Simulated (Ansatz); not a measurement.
# Lattice dynamics of ZrTeSe monolayer, Janus, part 2 of 2

Wanted: phonon frequencies of ZrTeSe monolayer, Janus and what follows from them.

Ansatz 0.2.0; DFT PBEsol, scalar-relativistic, plane waves, PAW; PAW set soft_1.

So far. Step 4 (Tight relaxation): The largest force component left is 0.65 meV/Å, within the tolerances set.

## Step 5: Modes at Γ

The zone centre comes first: it holds the modes that light can see, as far as symmetry allows. No field response is asked, since the mesh shows no gap.

Contents of input.yaml:

```yaml
crystal:
  lattice:
    - [3.8077078611, 0.0, 0.0]
    - [-1.9038539306, 3.2975717379, 0.0]
    - [0.0, 0.0, 30.0]
  atoms:
    - { symbol: Zr, position: [0.0, 0.0, 0.3366972572] }
    - { symbol: Se, position: [0.3333333333, 0.6666666667, 0.3863553994] }
    - { symbol: Te, position: [0.6666666667, 0.3333333333, 0.27361401] }
  periodic: [true, true, false]
kpoints:
  mp_grid: { grid: [12, 12, 1] }
hamiltonian:
  xc: pbesol
  pseudopotentials: { kind: paw, azcp: { folder: soft_1 }, xc_functional: pbe }
scf:
  occupations: { method: methfessel_paxton, width: 0.2 }
output:
  eigenvalues: true
phonons:
  method: dfpt
```

On the command line:

```
ansatz run input.yaml --threads 4 --pin off --max-ram 16384MiB --backend cpu --events-out ev --progress --plain --runs-dir out
```

Numbers of over 12 decimals in the logs are rounded to 6 here.

What it wrote:

```text
[...]
Crystal: 3 atoms, lattice volume = 376.686 Å³
Basis set: ecut = 420 eV, 7325 PW (Γ), exchange–correlation on 54×54×432 points (8 copies of the dense FFT grid, shifted against one another)
Bands: 27, of which v1, the nominal top of the filled ones, is band 22 counted from 1 (21 counted from 0)
Symmetry: 6 space group operations
k-points: 43 of 144 (irreducible under 2 space group operations, time reversal used)
[...]
SCF iter   1: F=—  HF=-16458.115204 eV  |F-HF|=—  |Δ(HF+E_count)|=         —  Δρ=1.41e-2  dr2=1.39e0  ethr=3.10e-3  ⟨swp⟩=13.4  Hψ=8054  notcnv=0
[...]
SCF iter  12: F=-16457.726340 eV  HF=-16457.726340 eV  |F-HF|=5.89e-10  |Δ(HF+E_count)|=  6.95e-10  S|Δr|=    0.00e0  Δρ=3.63e-8  dr2=6.32e-12  ethr=1.00e-12  ⟨swp⟩=16.0  Hψ=8523  notcnv=0
SCF 1 converged in 12 iterations: F = -16457.726340 eV  dr2 = 6.32e-12
[...]
DFPT response loops at Γ: preconditioner auto → none (partly filled bands, converged f_vac=0.758); β = 0.50; Broyden in place of MSR1
SCF converged after 12 iterations
[...]
Free energy (F): -16457.726340 eV
[...]
Internal energy: -16457.723585 eV  (E = F + TS)
E sigma→0 (E₀):  -16457.725651 eV
Entropy (-TS):   -0.002755 eV (-0.918 meV/atom)
Fermi energy:    -4.943605 eV
[...]
--- Band table (eV; the first three rows and the last of 43) ---
  k-point 0: bands = [... 18 lower, -7.6678, -6.6473, -4.5434, -4.5434, -4.2083, -4.2083, -3.7949, -1.0412, ... 1 higher]
  k-point 1: bands = [... 18 lower, -7.6445, -6.4464, -5.3256, -4.9631, -4.1117, -3.7769, -3.5298, -1.3514, ... 1 higher]
  k-point 2: bands = [... 18 lower, -7.5970, -6.5817, -6.0972, -5.4122, -4.2819, -3.3130, -3.2361, -1.7867, ... 1 higher]
  k-point 42: bands = [... 18 lower, -8.0599, -7.6720, -7.3699, -6.7471, -3.8042, -3.3206, -2.4912, -1.6700, ... 1 higher]
--- Phonons (Γ-DFPT): 6 representative perturbations + reference, on 43 of 144 k-points (Σ response iterations 26) ---
  k mesh reduced under 2 symmetry operations, with k and −k counted as one. Each operation leaves every solved perturbation unchanged. A smaller set is not used because it would not reduce the number of displacements times k-points to solve
  ASR residual: 9.370e-5 → 0.000e0 eV/Å²; symmetrization residual: 4.988e-5 eV/Å²
  ASR residual per site (eV/Å²): 9.37e-5 4.02e-5 8.41e-5
  Γ frequencies (cm⁻¹): 0.00 0.00 0.00 97.56 97.56 152.27 152.27 155.75 247.59
  non-analytic LO–TO correction: not included (Born effective charges unavailable; polar crystals: no LO–TO splitting at Γ)
```

Wall time 2.2 min (4 threads of Arm Neoverse V1, shared host); peak memory 1.9 GiB; 8 min of CPU time.

Reading the cycles: dr2 is the Hartree energy of the density residual (eV), the measure of convergence; HF is the Harris–Foulkes estimate of the energy, which meets the free energy F at convergence.

This step gave:

* sum-rule residual before enforcement: 9.37e-5 eV/Å²
* point group: 3m
* highest optical mode at the zone centre (no LO-TO term): 247.6 cm⁻¹
* lowest optical zone-centre mode: 97.56 cm⁻¹

Patterns of degenerate modes are one choice out of their space. Modes at Γ, with each element's share of the kinetic energy:

```
mode  frequency (cm⁻¹)  symmetry  Zr %  Se %  Te %
   1               0.0  acoustic    31    27    43
   2               0.0  acoustic    31    27    43
   3               0.0  acoustic    31    27    43
   4              97.6         E    31    13    56
   5              97.6         E    31    13    56
   6             152.3         E    39    60     1
   7             152.3         E    39    60     1
   8             155.8        A1     3    48    48
   9             247.6        A1    66    25     9
```

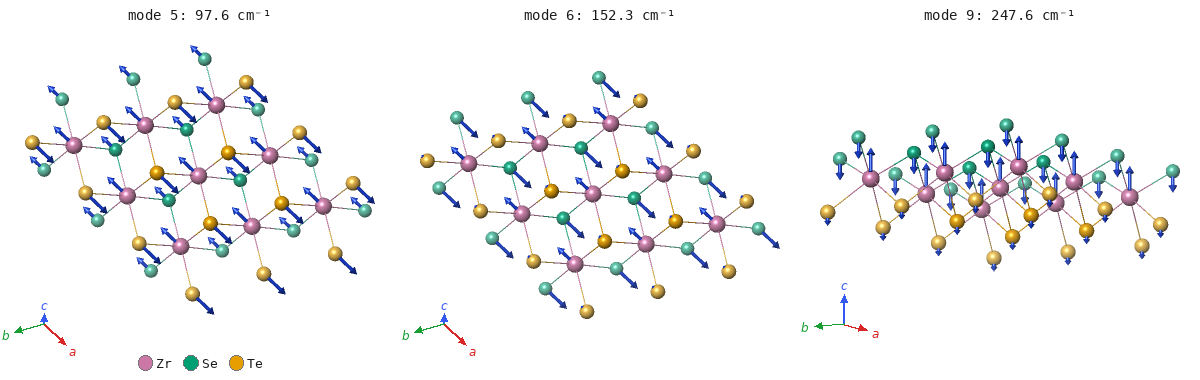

Displacement patterns of modes 5, 6 and 9 at Γ; arrows are exaggerated. 2×2×1 cells are drawn. Some periodic images of atoms are drawn too.

Before it was imposed, the acoustic sum rule was missed by 9.4e-5 eV/Å². Small misses are needed for a sound result but don't prove that mesh and cutoff are converged. The lowest optical mode is real, 97.6 cm⁻¹.

## Step 6: The dispersion

Stability and thermal properties need the whole zone. Linear response on a 3×3×1 q mesh gives force constants as far as a supercell of that size would.

input.yaml: that of step 5 with these lines changed.

```diff
@@ -21 +21,10 @@
   method: dfpt
+  qmesh: [3, 3, 1]
+  temperatures: { t_max: 1000, t_step: 50 }
+  qpath:
+    path:
+      - [0.0, 0.0, 0.0]
+      - [0.5, 0.0, 0.0]
+      - [0.33333333, 0.33333333, 0.0]
+      - [0.0, 0.0, 0.0]
+    npoints: 10
```

What it wrote:

```text
[...]
Crystal: 3 atoms, lattice volume = 376.686 Å³
Basis set: ecut = 420 eV, 7325 PW (Γ), exchange–correlation on 54×54×432 points (8 copies of the dense FFT grid, shifted against one another)
Bands: 27, of which v1, the nominal top of the filled ones, is band 22 counted from 1 (21 counted from 0)
Symmetry: 6 space group operations
k-points: 19 of 144 (time reversal used)
[...]
SCF iter   1: F=—  HF=-16458.115164 eV  |F-HF|=—  |Δ(HF+E_count)|=         —  Δρ=1.41e-2  dr2=1.40e0  ethr=3.10e-3  ⟨swp⟩=13.4  Hψ=3586  notcnv=0
[...]
SCF iter  12: F=-16457.726340 eV  HF=-16457.726340 eV  |F-HF|=5.75e-10  |Δ(HF+E_count)|=   1.02e-9  S|Δr|=    0.00e0  Δρ=3.91e-8  dr2=7.56e-12  ethr=1.00e-12  ⟨swp⟩=15.7  Hψ=3738  notcnv=0
SCF 1 converged in 12 iterations: F = -16457.726340 eV  dr2 = 7.56e-12
[...]
phonons: the bands overlap, so this run is a metal and interpolates without the dipole-dipole term. If the crystal is really an insulator or semiconductor, its LO-TO splitting is missing
NSCF: frozen V_eff on 19 k-points
[...]
DFPT response loops at q = (0, 0, 0) (fractional): preconditioner auto → none (partly filled bands, converged f_vac=0.758); β = 0.50; Broyden in place of MSR1
[...]
SCF converged after 12 iterations
[...]
Free energy (F): -16457.726340 eV
[...]
Internal energy: -16457.723585 eV  (E = F + TS)
E sigma→0 (E₀):  -16457.725651 eV
Entropy (-TS):   -0.002755 eV (-0.918 meV/atom)
Fermi energy:    -4.943604 eV
[...]
--- Band table (eV; the first three rows and the last of 19) ---
  k-point 0: bands = [... 18 lower, -7.6678, -6.6473, -4.5434, -4.5434, -4.2083, -4.2083, -3.7949, -1.0412, ... 1 higher]
  k-point 1: bands = [... 18 lower, -7.6445, -6.4464, -5.3256, -4.9631, -4.1117, -3.7769, -3.5298, -1.3514, ... 1 higher]
  k-point 2: bands = [... 18 lower, -7.5970, -6.5817, -6.0972, -5.4122, -4.2819, -3.3130, -3.2361, -1.7867, ... 1 higher]
  k-point 18: bands = [... 18 lower, -8.6308, -7.5073, -7.4708, -7.1731, -3.3681, -3.1366, -3.0570, -1.2933, ... 1 higher]
--- Phonons (Γ-DFPT): 6 representative perturbations + reference (Σ response iterations 23) ---
  ASR residual: 7.168e-5 → 0.000e0 eV/Å²; symmetrization residual: 3.556e-5 eV/Å²
  ASR residual per site (eV/Å²): 7.17e-5 4.37e-5 1.88e-5
  Γ frequencies (cm⁻¹): 0.00 0.00 0.00 97.55 97.55 152.27 152.27 155.75 247.59
--- Phonons (arbitrary-q DFPT): 3 irreducible q on the 3×3×1 mesh ---
  q = [0.0000, 0.0000, 0.0000] (star 1, of the zone-centre solve; hermiticity 5.12e-6, symmetrization 6.78e-11): -0.00 0.00 0.00 97.55 97.55 152.27 152.27 155.75 247.59
  q = [0.0000, 0.3333, 0.0000] (star 6, 9 solved perturbations on 78 of 144 k-point pairs; hermiticity 5.73e-6, symmetrization 1.15e-9): 47.94 68.56 91.99 101.48 134.72 147.01 155.38 191.06 229.59
  q = [0.3333, 0.3333, 0.0000] (star 2, 6 solved perturbations in 327 linear systems a pass and spin channel, the states on 78 of 144 k-point pairs; hermiticity 4.37e-6, symmetrization 5.95e-7): 63.52 98.74 107.85 128.03 137.10 147.94 183.75 199.63 219.30
  sum rule: each row above includes the acoustic sum rule's correction from the zone centre's row sums; it moved no ω² by more than (0.46 cm⁻¹)²
  mesh force constants: q→R imaginary residual 0.00e0; ASR residual 7.168e-5 → 0.000e0 eV/Å²; symmetrization residual 4.441e-15 eV/Å²
  interpolated dispersion: 31 rows × 9 modes
  density of states and harmonic sums: on the 21×21×1 q-mesh, interpolated from the force constants of a 3×3×1 supercell (no non-analytic term)
  largest difference from the sums on the solved wave vectors: F 9.88e-2 eV, S 1.25e-4 and C_V 2.58e-5 eV/K
  zero-point energy: 0.072471 eV/cell   skipped modes (ω ≤ 0): 5, of them read as no rigid motion or as one in doubt: 2 (2.721e-2 modes/cell left out, lowest -5.25 cm⁻¹)   left out of the sums: 3.78e-3 of the cell's modes: C_V's classical limit lies that fraction below 3 k_B per atom; for a crystal, a wire or a layer, F and S can be off by more, and a phonons.interpolated_qmesh denser along its periods is the remedy for the sampling
```

Wall time 9 min (4 threads); peak memory 2.4 GiB.

This step gave:

- sum-rule residual before enforcement: 7.17e-5 eV/Å²
- lowest frequency on the path: -5.228 cm⁻¹
- highest frequency on the path or at a solved wavevector: 247.6 cm⁻¹
- lowest optical zone-centre mode: 97.55 cm⁻¹
- lowest mode on the q mesh (acoustic modes at Γ apart): 47.94 cm⁻¹

Frequencies (cm⁻¹) solved at each irreducible wavevector; negative means imaginary. Frequencies by wavevector, by row:

```
q in reciprocal lattice units  star  mode 1  mode 2  mode 3  mode 4  mode 5  mode 6  mode 7  mode 8  mode 9
                        0 0 0     1       0       0       0    97.5    97.5   152.3   152.3   155.8   247.6
                   0 0.3333 0     6    47.9    68.6      92   101.5   134.7     147   155.4   191.1   229.6
              0.3333 0.3333 0     2    63.5    98.7   107.8     128   137.1   147.9   183.8   199.6   219.3
```

Interpolated from a 3×3×1 q mesh. Phonon branches along the path, in cm⁻¹:

```
point  branch 1  branch 2  branch 3  branch 4  branch 5  branch 6  branch 7  branch 8  branch 9
    Γ         0         0         0        98        98       152       152       156       248
    M        62        82        96       115       141       145       157       185       242
    K        64        99       108       128       137       148       184       200       219
    Γ         0         0         0        98        98       152       152       156       248
```

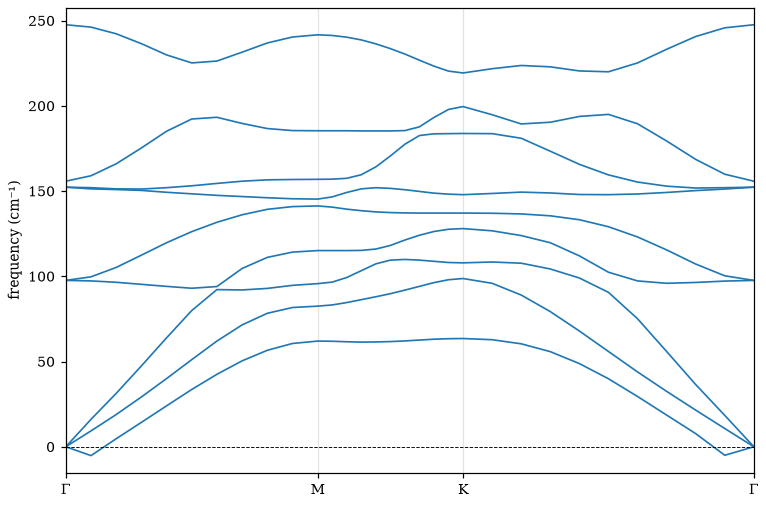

Phonon branches along the path.

The phonon density of states has structure finer than the step of the table below, so its rows give means over 20 cm⁻¹, whole bins alone (the curve runs from -5 to 249 cm⁻¹). Peaks (cm⁻¹: height): 61.0: 0.106, 95.0: 0.123, 109.0: 0.0879, 137.0: 0.160, 149.0: 0.248, 157.0: 0.0862, 185.0: 0.0963.

Tetrahedra on a 21×21×1 mesh, mean over bins of 2 cm-1. Interpolated from a 3×3×1 q mesh. The phonon density of states by wavenumber; means over each step:

```
wavenumber (cm⁻¹)  phonon density of states (1/cm⁻¹/cell)
               20                                  0.0123
               40                                  0.0227
               60                                  0.0421
               80                                  0.0293
              100                                  0.0661
              120                                  0.0395
              140                                  0.0717
              160                                  0.0547
              180                                  0.0402
              200                                  0.0179
              220                                  0.0278
```

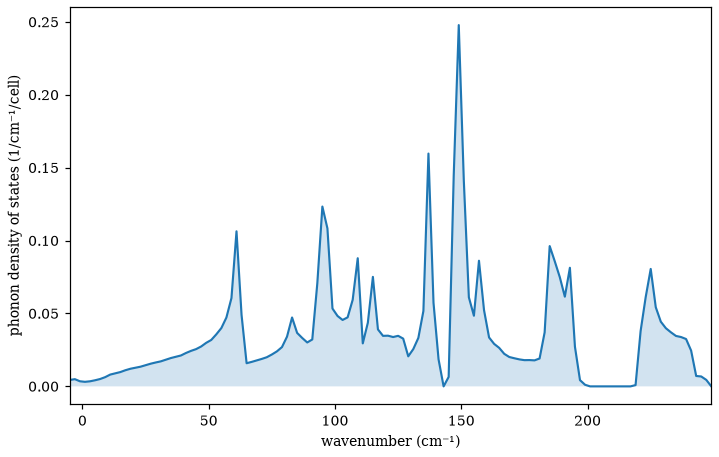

Phonon density of states, plotted against wavenumber.

The partial phonon density of states has structure finer than the step of the table below, so its rows give means over 10 cm⁻¹, whole bins alone (the curve runs from -15 to 265 cm⁻¹). Peaks (cm⁻¹: height): Se 136.5: 0.0518, 148.8: 0.0881, 185.8: 0.0500, 226.3: 0.0169; Te 60.7: 0.0320, 81.9: 0.0284, 94.2: 0.0516, 108.3: 0.0346, 136.5: 0.0335, 148.8: 0.0467; Zr 60.7: 0.0293, 95.9: 0.0372, 148.8: 0.0386, 187.5: 0.0390, 226.3: 0.0422.

Phonopy on the run's constants, 17x17x1 mesh, Gaussian sigma 2.0 cm-1. Interpolated from a 3×3×1 q mesh. Table of partial phonon density of states by wavenumber; means over each step; values in 1/cm⁻¹/cell:

```
wavenumber (cm⁻¹)       Se       Te       Zr
              -10   2.9e-4   4.4e-4   3.4e-4
                0   8.7e-4  0.00137  0.00101
               10  0.00184  0.00302  0.00217
               20  0.00325  0.00561  0.00397
               30  0.00415  0.00742  0.00540
               40  0.00501  0.00942  0.00720
               50  0.00707   0.0144   0.0115
               60  0.00981   0.0234   0.0208
               70  0.00438   0.0106  0.00712
               80  0.00507   0.0195  0.00636
               90  0.00711   0.0292   0.0159
              100  0.00926   0.0346   0.0230
              110   0.0112   0.0311   0.0130
              120   0.0141   0.0162  0.00838
              130   0.0171   0.0144  0.00471
              140   0.0320   0.0179  0.00483
              150   0.0602   0.0333   0.0249
              160   0.0211   0.0161   0.0104
              170   0.0101  0.00278  0.00767
              180   0.0172  0.00130   0.0121
              190   0.0302  0.00341   0.0337
              200  0.00243   6.7e-4  0.00519
              210   2.1e-5   1.1e-6   4.0e-5
              220  0.00859   7.5e-4   0.0192
              230   0.0118  0.00162   0.0320
              240  0.00521  0.00109   0.0177
              250   5.0e-4   1.6e-4  0.00136
              260        0        0        0
```

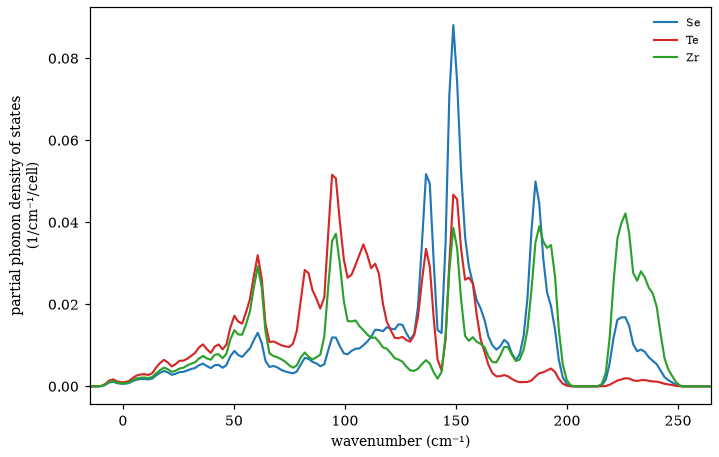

Partial phonon density of states, plotted against wavenumber.

Symmetry leaves 3 wavevectors to solve. The lowest mode among them, the acoustic zeros apart, lies at q = (0, 0.333, 0) and is real, 47.9 cm⁻¹. Between them the interpolated path dips to 5i cm⁻¹.

## Step 7: Isotope substitution, element Se, natural mass 78.971 amu

An isotope changes the mass and not the force constants, so no new electronic calculation is needed; the shifts show which modes move this element.

The same force constants with the mass of Se changed from 78.971 to 81.917 u (phonopy, no LO-TO term). Both lists are sorted by frequency; levels can cross, so a row need not hold one and the same mode. Modes under 3 cm⁻¹ are left out. Isotope shifts, by row:

```
              q  rank  natural mass (cm⁻¹)  changed mass (cm⁻¹)
          0 0 0     4                97.55                97.32
          0 0 0     5                97.55                97.32
          0 0 0     6                152.3                150.6
          0 0 0     7                152.3                150.6
          0 0 0     8                155.8                154.4
          0 0 0     9                247.6                246.5
     0 0.3333 0     1                47.94                47.75
     0 0.3333 0     2                68.56                68.33
     0 0.3333 0     3                91.99                91.83
     0 0.3333 0     4                101.5                101.1
     0 0.3333 0     5                134.7                133.6
     0 0.3333 0     6                  147                145.1
     0 0.3333 0     7                155.4                154.2
     0 0.3333 0     8                191.1                189.6
     0 0.3333 0     9                229.6                228.5
0.3333 0.3333 0     1                63.52                63.34
0.3333 0.3333 0     2                98.74                 98.5
0.3333 0.3333 0     3                107.8                107.5
0.3333 0.3333 0     4                  128                126.7
0.3333 0.3333 0     5                137.1                135.6
0.3333 0.3333 0     6                147.9                147.4
0.3333 0.3333 0     7                183.8                181.6
0.3333 0.3333 0     8                199.6                198.9
0.3333 0.3333 0     9                219.3                218.2
```

A mode of this element alone would shift by -1.81 %. The highest zone-centre frequency without the field goes from 247.6 to 246.5 cm⁻¹ (-0.4 %). The product of the frequency ratios over all optical modes at Γ is 0.961; the product rule, (m/m′)^(3k/2) (M′/M)^(3/2) with k = 1 such atoms and M the mass of the cell, gives 0.961.

## Step 8: Isotope substitution, element Te, natural mass 127.6 amu

The same for Te, from 127.60 to 129.91 u.

The same force constants with the mass of Te changed from 127.600 to 129.906 u (phonopy, no LO-TO term). Both lists are sorted by frequency; levels can cross, so a row need not hold one and the same mode. Modes under 3 cm⁻¹ are left out. Isotope shifts, by row:

```
              q  rank  natural mass (cm⁻¹)  changed mass (cm⁻¹)
          0 0 0     4                97.55                97.06
          0 0 0     5                97.55                97.06
          0 0 0     6                152.3                152.3
          0 0 0     7                152.3                152.3
          0 0 0     8                155.8                155.1
          0 0 0     9                247.6                247.4
     0 0.3333 0     1                47.94                47.75
     0 0.3333 0     2                68.56                68.24
     0 0.3333 0     3                91.99                91.62
     0 0.3333 0     4                101.5                  101
     0 0.3333 0     5                134.7                134.2
     0 0.3333 0     6                  147                  147
     0 0.3333 0     7                155.4                154.7
     0 0.3333 0     8                191.1                  191
     0 0.3333 0     9                229.6                229.5
0.3333 0.3333 0     1                63.52                63.28
0.3333 0.3333 0     2                98.74                 98.1
0.3333 0.3333 0     3                107.8                107.3
0.3333 0.3333 0     4                  128                127.7
0.3333 0.3333 0     5                137.1                136.7
0.3333 0.3333 0     6                147.9                147.2
0.3333 0.3333 0     7                183.8                183.7
0.3333 0.3333 0     8                199.6                199.5
0.3333 0.3333 0     9                219.3                219.3
```

A mode of this element alone would shift by -0.89 %. The highest zone-centre frequency without the field goes from 247.6 to 247.4 cm⁻¹ (-0.1 %). The product of the frequency ratios over all optical modes at Γ is 0.985; the product rule, (m/m′)^(3k/2) (M′/M)^(3/2) with k = 1 such atoms and M the mass of the cell, gives 0.985.

## Step 9: Another isotope, element Zr, natural mass 91.222 amu

The same for Zr, from 91.22 to 95.91 u.

A mode of this element alone would shift by -2.47 %. The highest zone-centre frequency without the field goes from 247.6 to 243.6 cm⁻¹ (-1.6 %). The product of the frequency ratios over all optical modes at Γ is 0.950; the product rule, (m/m′)^(3k/2) (M′/M)^(3/2) with k = 1 such atoms and M the mass of the cell, gives 0.950.

## Step 10: Results

* space group after relaxation (within 0.01 Å): P3m1
* area per atom: 4.18 Å²
* electronic character: no gap on this mesh
* highest optical mode at the zone centre (no LO-TO term): 248 cm⁻¹
* lowest optical zone-centre mode: 97.6 cm⁻¹
* lowest mode on the q mesh (acoustic modes at Γ apart): 47.9 cm⁻¹
* highest frequency on the path or at a solved wavevector: 248 cm⁻¹
* imaginary modes on the 3×3×1 q mesh: none

No mode is imaginary at the 3 irreducible wavevectors solved, but between them the interpolated path dips to 5.2i cm⁻¹, so stability is not settled. The optical modes at Γ span 98 to 248 cm⁻¹. The highest mode in this list at Γ, 247.6 cm⁻¹, has its largest share on Zr (66 % of the kinetic energy). With no gap, or one that is small against the smearing, the frequencies hang on the k mesh and the smearing, most of all near Kohn anomalies. In a sheet or slab the interpolated bending branch near Γ is rough, since the rotational sum rule isn't imposed. A semilocal functional can close a gap that the real compound would have, so the metallic treatment may be an artefact of the level. Spin-orbit coupling is left out, which can matter for the heavy elements here. The PAW files were made for PBE and serve the other functionals too. The starting cell was built on a prototype and not taken from a measurement. These are harmonic frequencies at zero temperature: anharmonic shifts, linewidths and thermal expansion are left out.

[Logs are printed without paths, hosts, clocks, repeated set-up lines and the standing remarks that a program may print on its own settings, such as how far it seeks lower states.]

[Hosts, paths, dates, database ids (printed as entryN), source tags and the programs' standing remarks are cut or masked in the printed files.]
